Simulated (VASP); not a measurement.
Band structure of SnS. Computed with PBEsol GGA, VASP's PBE PAW potentials (set 64) (plane waves; VASP).

The cell holds a wide vacuum, so values per volume refer to the whole cell. Unless said otherwise, spin-orbit coupling is left out, though it shifts the bands of the heavy elements here.

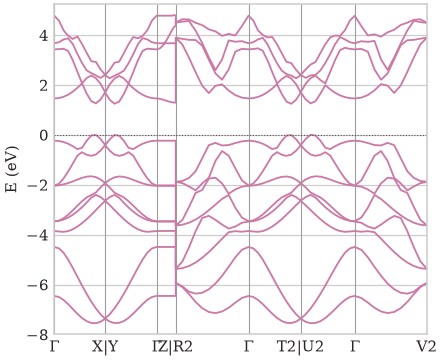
Fig. 1. Bands along high-symmetry lines, zero at the valence-band maximum or, without a gap, the Fermi level

Read the plot: is there a gap, and where are the band edges?

The gap is indirect, 1.24 eV, from the valence maximum at U2-Γ at 0.18 to the conduction minimum at Γ-T2 at 0.82. (Edges off the drawn lines would not show.)

The cell is a sheet with vacuum, built from a database entry that may be metastable or hypothetical.
